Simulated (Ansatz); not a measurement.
Si2H7ClO2: nudged elastic band

- system: Si2H7ClO2
- method: RKS revPBE-D4/def2-SVP (Ansatz 0.2.0)

One setting was made poor on purpose. It belongs to a series of runs on one base structure; here: band between the two ends. Figures and captions count atoms from 1; the log counts them from 0 in places.

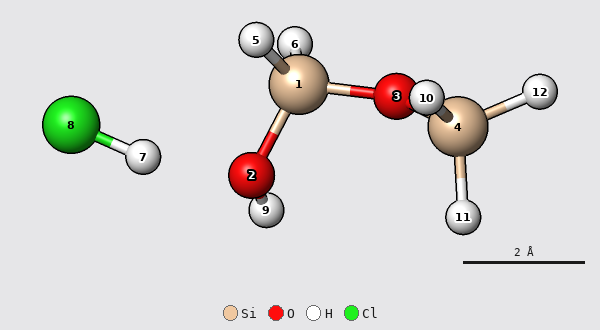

Fig. 1: The starting structure (ball-and-stick view, seen at a tilt; atoms are numbered from 1 in the order of the input). Bond lengths as drawn: Cl–H 1.32 Å, H–O 0.97 Å, H–Si 1.49 to 1.51 Å and O–Si 1.67 to 1.70 Å.

### The input
```yaml
crystal:
  periodic: [false, false, false]
  atoms:
    - { symbol: Si, position_ang: [-0.409566, -0.506011, 0.636228] }
    - { symbol: O, position_ang: [0.975383, -1.23974, -0.030004] }
    - { symbol: O, position_ang: [-1.116223, 0.518204, -0.475371] }
    - { symbol: Si, position_ang: [-0.819976, 1.955569, -1.306345] }
    - { symbol: H, position_ang: [0.119645, 0.245507, 1.814682] }
    - { symbol: H, position_ang: [-1.439435, -1.53564, 0.981455] }
    - { symbol: H, position_ang: [1.889275, -2.04792, 1.328787] }
    - { symbol: Cl, position_ang: [2.222525, -2.641268, 2.458171] }
    - { symbol: H, position_ang: [0.804171, -1.884551, -0.740912] }
    - { symbol: H, position_ang: [-0.13086, 2.946596, -0.406769] }
    - { symbol: H, position_ang: [0.046883, 1.68418, -2.505208] }
    - { symbol: H, position_ang: [-2.141822, 2.505173, -1.754615] }
basis:
  gaussian: { orbitals: def2-SVP }
hamiltonian:
  xc: revpbe
  dispersion: d4
neb:
  order_check: false
  images: 5
  f_tol: 0.05
  max_iterations: 60
  initial_path: linear
  final_atoms:
    - { symbol: Si, position_ang: [-0.83731222, -0.87090025, 1.17015675] }
    - { symbol: O, position_ang: [1.83293706, -0.11902492, -0.23466609] }
    - { symbol: O, position_ang: [-1.19775662, 0.24503999, 0.01051938] }
    - { symbol: Si, position_ang: [-0.52790708, 1.29501916, -1.1422781] }
    - { symbol: H, position_ang: [0.15944762, -0.38555606, 2.18020895] }
    - { symbol: H, position_ang: [-2.11486805, -1.28184596, 1.82911067] }
    - { symbol: H, position_ang: [2.23864128, -0.03590744, 0.64781084] }
    - { symbol: Cl, position_ang: [-0.0476141, -2.63773225, 0.32737924] }
    - { symbol: H, position_ang: [1.69616891, -1.08448089, -0.32186178] }
    - { symbol: H, position_ang: [0.41571044, 2.27813689, -0.51526398] }
    - { symbol: H, position_ang: [0.09529551, 0.54089334, -2.27710338] }
    - { symbol: H, position_ang: [-1.71274276, 2.0564574, -1.67391353] }
```

Command:
```bash
ansatz run input.yaml --threads 2 --pin off --max-ram 3072MiB --backend cpu --events-out ev --progress --plain --runs-dir out
```

### What the program printed
```
Engine: ansatz 0.2.0, x86_64-unknown-linux-gnu
Functional definition: revPBE
  parameter kappa = 1.245
  parameter beta = 0.06672455060314922
  exchange = pbe_x(kappa = kappa, mu = beta*pi^2/3)
  correlation = pbe_c(beta = beta)
1279 factors; their error is unknown
mean field evaluation 1: about -32461.3768 eV, gradient 7.0e1 eV
mean field evaluation 2: about -32424.5086 eV, gradient 1.5e2 eV
mean field evaluation 4: about -32469.8253 eV, gradient 1.0e1 eV
mean field evaluation 8: about -32470.0134 eV, gradient 1.3e-1 eV
mean field evaluation 16: about -32469.9282 eV, gradient 6.6e-5 eV
mean field -32469.92822322 eV, -1193.2478532956 hartree, gradient 6.6e-5 eV, S^2 0.000000; 0 other end points of the search recorded, 0 dependent functions left out
the calculation of the forces begins
reference -32469.92827486 eV, -1193.2478551934 hartree; 34, 34 occupied and 83, 83 virtual orbitals, 1279 factors
1279 factors; their error is unknown
mean field evaluation 32: about -32469.9522 eV, gradient 3.6e-4 eV
mean field -32469.95217813 eV, -1193.2487336224 hartree, gradient 1.1e-5 eV, S^2 0.000000; 0 other end points of the search recorded, 0 dependent functions left out
[... from here on the field's lines of each further geometry are left out, up to the last ...]
NEB iter   1: max|band force component| = 5.263e0 eV/Å  barrier→ = 2.9309 eV  barrier← = 3.0685 eV  Δτ_max = 0.2000 Å  (191 SCF iters)
NEB iter   2: max|band force component| = 3.163e0 eV/Å  barrier→ = 1.8239 eV  barrier← = 1.9615 eV  Δτ_max = 0.2000 Å  (159 SCF iters)
NEB iter   3: max|band force component| = 6.687e0 eV/Å  barrier→ = 1.1668 eV  barrier← = 1.3044 eV  Δτ_max = 0.1009 Å  (161 SCF iters)
NEB iter   4: max|band force component| = 1.239e0 eV/Å  barrier→ = 0.9452 eV  barrier← = 1.0828 eV  Δτ_max = 0.1983 Å  (145 SCF iters)
NEB iter   5: max|band force component| = 9.699e-1 eV/Å  barrier→ = 0.8223 eV  barrier← = 0.9598 eV  Δτ_max = 0.2000 Å  (142 SCF iters)
NEB iter   6: max|band force component| = 1.183e0 eV/Å  barrier→ = 0.7185 eV  barrier← = 0.8561 eV  Δτ_max = 0.1020 Å  (152 SCF iters)
NEB iter   7: max|band force component| = 2.531e-1 eV/Å  barrier→ = 0.6909 eV  barrier← = 0.8285 eV  CI = image 3  Δτ_max = 0.2000 Å  (144 SCF iters)
NEB iter   8: max|band force component| = 4.692e-1 eV/Å  barrier→ = 0.7499 eV  barrier← = 0.8875 eV  CI = image 3  Δτ_max = 0.1003 Å  (142 SCF iters)
NEB iter   9: max|band force component| = 4.303e-1 eV/Å  barrier→ = 0.7189 eV  barrier← = 0.8565 eV  CI = image 3  Δτ_max = 0.0880 Å  (144 SCF iters)
NEB iter  10: max|band force component| = 2.414e-1 eV/Å  barrier→ = 0.6997 eV  barrier← = 0.8373 eV  CI = image 3  Δτ_max = 0.0786 Å  (142 SCF iters)
NEB iter  11: max|band force component| = 9.626e-2 eV/Å  barrier→ = 0.6901 eV  barrier← = 0.8277 eV  CI = image 3  Δτ_max = 0.1014 Å  (143 SCF iters)
NEB iter  12: max|band force component| = 1.873e-1 eV/Å  barrier→ = 0.6806 eV  barrier← = 0.8182 eV  CI = image 3  Δτ_max = 0.0505 Å  (144 SCF iters)
NEB iter  13: max|band force component| = 8.486e-2 eV/Å  barrier→ = 0.6772 eV  barrier← = 0.8148 eV  CI = image 3  Δτ_max = 0.0978 Å  (144 SCF iters)
NEB iter  14: max|band force component| = 7.367e-2 eV/Å  barrier→ = 0.6706 eV  barrier← = 0.8082 eV  CI = image 3  Δτ_max = 0.0491 Å  (142 SCF iters)
NEB iter  15: max|band force component| = 6.215e-2 eV/Å  barrier→ = 0.6684 eV  barrier← = 0.8059 eV  CI = image 3  Δτ_max = 0.0491 Å  (145 SCF iters)
NEB iter  16: max|band force component| = 6.799e-2 eV/Å  barrier→ = 0.6668 eV  barrier← = 0.8043 eV  CI = image 3  Δτ_max = 0.0246 Å  (143 SCF iters)
NEB iter  17: max|band force component| = 5.048e-2 eV/Å  barrier→ = 0.6662 eV  barrier← = 0.8038 eV  CI = image 3  Δτ_max = 0.0246 Å  (145 SCF iters)
NEB iter  18: max|band force component| = 5.804e-2 eV/Å  barrier→ = 0.6659 eV  barrier← = 0.8035 eV  CI = image 3  Δτ_max = 0.0123 Å  (146 SCF iters)
NEB iter  19: max|band force component| = 5.247e-2 eV/Å  barrier→ = 0.6658 eV  barrier← = 0.8034 eV  CI = image 3  Δτ_max = 0.0246 Å  (150 SCF iters)
NEB iter  20: max|band force component| = 4.436e-2 eV/Å  barrier→ = 0.6653 eV  barrier← = 0.8029 eV  CI = image 3  Δτ_max = 0.0123 Å  (148 SCF iters)
NEB iter  21: max|band force component| = 4.436e-2 eV/Å  barrier→ = 0.6651 eV  barrier← = 0.8027 eV  CI = image 3  Δτ_max = 0.0245 Å  (31 SCF iters)
NEB iter  22: max|band force component| = 4.709e-2 eV/Å  barrier→ = 0.6640 eV  barrier← = 0.8016 eV  CI = image 3  Δτ_max = 0.0245 Å  (30 SCF iters)
NEB iter  23: max|band force component| = 6.695e-2 eV/Å  barrier→ = 0.6632 eV  barrier← = 0.8008 eV  CI = image 3  Δτ_max = 0.0491 Å  (30 SCF iters)
NEB iter  24: max|band force component| = 1.641e-1 eV/Å  barrier→ = 0.6621 eV  barrier← = 0.7997 eV  CI = image 3  Δτ_max = 0.0248 Å  (145 SCF iters)
NEB iter  25: max|band force component| = 8.083e-2 eV/Å  barrier→ = 0.6617 eV  barrier← = 0.7993 eV  CI = image 3  Δτ_max = 0.0497 Å  (146 SCF iters)
NEB iter  26: max|band force component| = 1.449e-1 eV/Å  barrier→ = 0.6614 eV  barrier← = 0.7989 eV  CI = image 3  Δτ_max = 0.0247 Å  (142 SCF iters)
NEB iter  27: max|band force component| = 5.773e-2 eV/Å  barrier→ = 0.6613 eV  barrier← = 0.7989 eV  CI = image 3  Δτ_max = 0.0491 Å  (149 SCF iters)
NEB iter  28: max|band force component| = 5.607e-2 eV/Å  barrier→ = 0.6616 eV  barrier← = 0.7992 eV  CI = image 3  Δτ_max = 0.0491 Å  (148 SCF iters)
NEB iter  29: max|band force component| = 1.457e-1 eV/Å  barrier→ = 0.6615 eV  barrier← = 0.7991 eV  CI = image 3  Δτ_max = 0.0247 Å  (140 SCF iters)
NEB iter  30: max|band force component| = 5.170e-2 eV/Å  barrier→ = 0.6614 eV  barrier← = 0.7990 eV  CI = image 3  Δτ_max = 0.0496 Å  (152 SCF iters)
NEB iter  31: max|band force component| = 9.871e-2 eV/Å  barrier→ = 0.6614 eV  barrier← = 0.7989 eV  CI = image 3  Δτ_max = 0.0244 Å  (136 SCF iters)
the calculation of the forces begins
reference -32469.89643870 eV, -1193.2466852361 hartree; 34, 34 occupied and 83, 83 virtual orbitals, 1279 factors
1279 factors; their error is unknown
mean field evaluation 1216: about -32469.1562 eV, gradient 2.0e-3 eV
mean field -32469.15619414 eV, -1193.2194817501 hartree, gradient 1.6e-5 eV, S^2 0.000000; 1 other end points of the search recorded, 0 dependent functions left out
the calculation of the forces begins
reference -32469.15624276 eV, -1193.2194835370 hartree; 34, 34 occupied and 83, 83 virtual orbitals, 1279 factors
NEB iter  32: max|band force component| = 2.889e-2 eV/Å  barrier→ = 0.6613 eV  barrier← = 0.7989 eV  CI = image 3  Δτ_max = 0.0000 Å  (262 SCF iters)
```

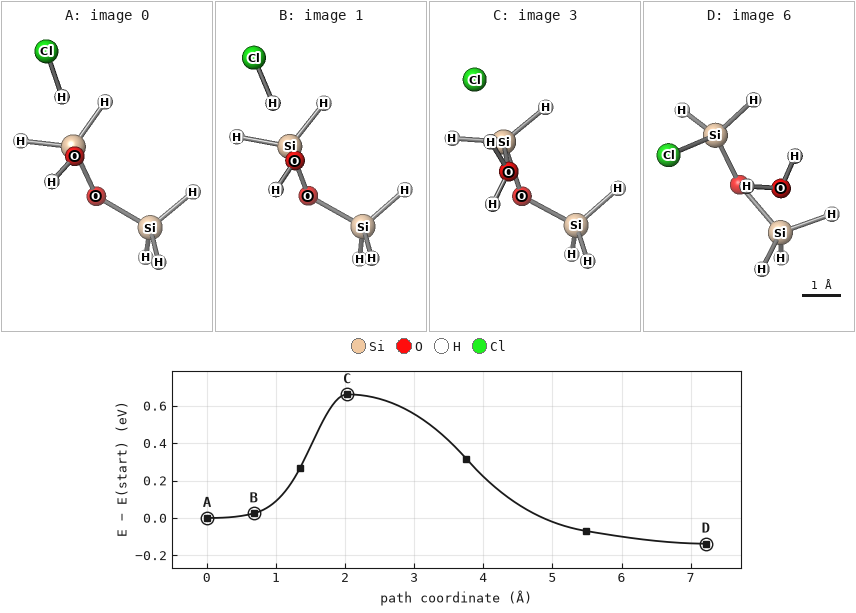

Fig. 2: Images of the last band (counted from 0; ball-and-stick, seen at a tilt) above the energy along the path; the line is a cubic interpolation that uses the forces. The highest image is number 3, 0.661 eV above the start and 0.799 eV above the end (the climbing image); the end lies 0.138 eV below the start. The path is 7.22 Å long. The band converged in 32 iterations.

```
Total energy: -32469.97394602 eV, -1193.2495335773 hartree
Atom 0 at    -0.196067    -0.667129     0.900996 Å, force    -0.002201    -0.001538    -0.006188 eV/Å
Atom 1 at     1.374034    -0.971505    -0.117143 Å, force    -0.000709     0.014176    -0.000619 eV/Å
Atom 2 at    -0.934634     0.105970    -0.431676 Å, force     0.006268     0.001529     0.006191 eV/Å
Atom 3 at    -0.891068     1.632243    -1.129001 Å, force    -0.001894     0.000342    -0.003827 eV/Å
Atom 4 at    -0.025163     0.434779     1.888490 Å, force     0.000647    -0.000428    -0.000276 eV/Å
Atom 5 at    -1.107566    -1.832856     1.041312 Å, force    -0.000035     0.000513    -0.000257 eV/Å
Atom 6 at     1.809123    -1.631981     0.595385 Å, force     0.001540    -0.006426     0.001399 eV/Å
Atom 7 at     1.386697    -1.996711     2.310400 Å, force    -0.000671    -0.001619     0.000450 eV/Å
Atom 8 at     1.219006    -1.355665    -1.005589 Å, force    -0.001132    -0.005706     0.002192 eV/Å
Atom 9 at    -0.544282     2.681628    -0.103457 Å, force     0.000118    -0.000609    -0.000764 eV/Å
Atom 10 at     0.145909     1.668844    -2.223836 Å, force    -0.001608    -0.000029     0.001101 eV/Å
Atom 11 at    -2.235989     1.932482    -1.725781 Å, force    -0.000323    -0.000204     0.000599 eV/Å
Dipole moment:     0.029363     0.075693    -0.701185 e Å
this run last wrote the band of iteration 32 to [file]; this run last wrote the band within `neb.f_tol` of iteration 22 to [file]
```

### The last band as extended XYZ (Å, eV, eV/Å)
```
12
Properties=species:S:1:pos:R:3:forces:R:3 image=0 energy=-32470.63523
Si   -0.4096   -0.5060    0.6362    0.0075   0.0040  -0.0017
O     0.9754   -1.2397   -0.0300   -0.0021   0.0025  -0.0001
O    -1.1162    0.5182   -0.4754   -0.0008   0.0029  -0.0019
Si   -0.8200    1.9556   -1.3063    0.0003  -0.0059   0.0028
H     0.1196    0.2455    1.8147   -0.0013  -0.0022  -0.0032
H    -1.4394   -1.5356    0.9815   -0.0021  -0.0020   0.0009
H     1.8893   -2.0479    1.3288   -0.0037   0.0035  -0.0063
Cl    2.2225   -2.6413    2.4582    0.0027  -0.0050   0.0083
H     0.8042   -1.8846   -0.7409    0.0005   0.0018   0.0016
H    -0.1309    2.9466   -0.4068    0.0009  -0.0010   0.0001
H     0.0469    1.6842   -2.5052   -0.0007   0.0003  -0.0011
H    -2.1418    2.5052   -1.7546   -0.0011   0.0011   0.0007
12
Properties=species:S:1:pos:R:3:forces:R:3 image=1 energy=-32470.61096
Si   -0.2992   -0.5067    0.6724   -0.0189   0.0056  -0.0076
O     1.1041   -1.0657   -0.1260   -0.0049  -0.0001   0.0026
O    -1.1981    0.4015   -0.4073   -0.0050   0.0237  -0.0026
Si   -0.9093    1.8348   -1.2526   -0.0132   0.0144  -0.0097
H     0.2266    0.3359    1.7879   -0.0027  -0.0161  -0.0015
H    -1.1735   -1.6368    1.1109   -0.0070   0.0025  -0.0184
H     1.8578   -1.9912    1.2160    0.0228  -0.0122   0.0391
Cl    1.9518   -2.5239    2.4232    0.0533  -0.0500   0.0211
H     0.9320   -1.6042   -0.9207    0.0030  -0.0180   0.0153
H    -0.2954    2.8551   -0.3315   -0.0059   0.0206  -0.0159
H     0.0299    1.5772   -2.3997   -0.0137   0.0073  -0.0106
H    -2.2267    2.3241   -1.7725   -0.0079   0.0223  -0.0116
12
Properties=species:S:1:pos:R:3:forces:R:3 image=2 energy=-32470.36579
Si   -0.2246   -0.5645    0.7441   -0.0547   0.0632  -0.2249
O     1.2027   -1.0152   -0.1570   -0.1109   0.0587   0.0083
O    -1.1251    0.2292   -0.4214   -0.1981   0.0921  -0.0562
Si   -0.8995    1.7118   -1.1825   -0.0556   0.0729  -0.0577
H     0.1783    0.4083    1.8051    0.0600  -0.1103  -0.0733
H    -1.0734   -1.7166    1.1652    0.0939  -0.0006  -0.0184
H     1.7798   -1.8493    0.9757    0.0552  -0.1432   0.5118
Cl    1.6770   -2.1949    2.3088    0.3232  -0.2259   0.0144
H     1.0128   -1.4302   -1.0204   -0.0557   0.0488   0.0061
H    -0.3847    2.7253   -0.1940   -0.0125   0.0217  -0.0227
H     0.0931    1.5803   -2.3068   -0.0178   0.0059  -0.0160
H    -2.2365    2.1159   -1.7168   -0.0268   0.1166  -0.0713
12
Properties=species:S:1:pos:R:3:forces:R:3 image=3 energy=-32469.97390
Si   -0.1961   -0.6671    0.9010   -0.0022  -0.0015  -0.0062
O     1.3740   -0.9715   -0.1171   -0.0007   0.0142  -0.0006
O    -0.9346    0.1060   -0.4317    0.0063   0.0015   0.0062
Si   -0.8911    1.6322   -1.1290   -0.0019   0.0003  -0.0038
H    -0.0252    0.4348    1.8885    0.0006  -0.0004  -0.0003
H    -1.1076   -1.8329    1.0413    0.0000   0.0005  -0.0003
H     1.8091   -1.6320    0.5954    0.0015  -0.0064   0.0014
Cl    1.3867   -1.9967    2.3104   -0.0007  -0.0016   0.0004
H     1.2190   -1.3557   -1.0056   -0.0011  -0.0057   0.0022
H    -0.5443    2.6816   -0.1035    0.0001  -0.0006  -0.0008
H     0.1459    1.6688   -2.2238   -0.0016   0.0000   0.0011
H    -2.2360    1.9325   -1.7258   -0.0003  -0.0002   0.0006
12
Properties=species:S:1:pos:R:3:forces:R:3 image=4 energy=-32470.31953
Si   -0.5836   -0.7892    1.1724   -0.1281  -0.0203   0.1054
O     2.0661   -0.4812   -0.4910    0.1977   0.1143  -0.1333
O    -0.7319   -0.1659   -0.3727    0.0641  -0.0697   0.0413
Si   -0.7830    1.4028   -1.0372    0.0531  -0.0682   0.0216
H    -0.5352    0.3581    2.1274   -0.1108   0.0134   0.0734
H    -1.6900   -1.7766    1.2855   -0.2234   0.0671   0.1390
H     2.2189   -1.0984    0.2541    0.1024   0.1309  -0.1267
Cl    1.0177   -2.0251    1.8473   -0.1217  -0.0041  -0.1547
H     1.5055   -1.0245   -1.0765    0.0334   0.0522  -0.0304
H    -0.6148    2.4336    0.0471    0.0518  -0.0630   0.0169
H     0.2684    1.5723   -2.0894    0.0378  -0.0748   0.0088
H    -2.1381    1.5942   -1.6670    0.0437  -0.0777   0.0387
12
Properties=species:S:1:pos:R:3:forces:R:3 image=5 energy=-32470.70477
Si   -0.7197   -0.9978    1.1389   -0.0079  -0.0011   0.0153
O     1.9772    0.1738   -0.3004    0.0001   0.0507  -0.0051
O    -0.9813   -0.3113   -0.3476   -0.0156  -0.0280  -0.0100
Si   -0.7351    1.2111   -1.0614    0.0156   0.0136   0.0051
H    -0.3146    0.0294    2.1529    0.0143  -0.0148  -0.0017
H    -1.9442   -1.7535    1.5412   -0.0204   0.0095   0.0166
H     2.2608   -0.2711    0.5208   -0.0031   0.0136   0.0090
Cl    0.8054   -2.4474    1.0809   -0.0067  -0.0103  -0.0340
H     1.8025   -0.5947   -0.8771    0.0060   0.0029   0.0178
H    -0.3038    2.2194   -0.0357    0.0188  -0.0115  -0.0100
H     0.2287    1.1217   -2.2039   -0.0014  -0.0280  -0.0089
H    -2.0759    1.6206   -1.6086    0.0004   0.0035   0.0058
12
Properties=species:S:1:pos:R:3:forces:R:3 image=6 energy=-32470.77281
Si   -0.6605   -1.1260    1.0605    0.0059  -0.0060   0.0138
O     1.8132    0.3640   -0.0926   -0.0031   0.0086  -0.0075
O    -1.2185   -0.0675   -0.0744   -0.0044   0.0056  -0.0094
Si   -0.7666    1.1879   -1.1233   -0.0029  -0.0001   0.0019
H     0.1090   -0.4681    2.1671   -0.0024   0.0018   0.0030
H    -1.8300   -1.8875    1.5969    0.0013   0.0021  -0.0033
H     2.1247    0.4918    0.8222    0.0015  -0.0035   0.0042
Cl    0.6110   -2.5789    0.2073   -0.0013  -0.0028  -0.0043
H     1.9355   -0.5972   -0.2324    0.0035  -0.0038   0.0021
H    -0.1512    2.3368   -0.3807    0.0004  -0.0008  -0.0006
H     0.1031    0.6887   -2.2365    0.0000  -0.0009   0.0003
H    -2.0697    1.6561   -1.7141    0.0015  -0.0002  -0.0002
```

### Summary

```json
{"quantity": "outcome", "value": "converged"}
{"quantity": "barrier, forward", "value": "0.661 eV"}
{"quantity": "barrier, backward", "value": "0.799 eV"}
{"quantity": "hardware", "value": "2 threads of AMD EPYC (Zen 5), 16 GiB of memory available, shared host"}
{"quantity": "wall time", "value": "2 min (CPU time 3.9 min)"}
{"quantity": "peak memory", "value": "0.18 GiB"}
```

### Notes

A deliberately poor setting: straight start. The order of the saddle point was not checked.
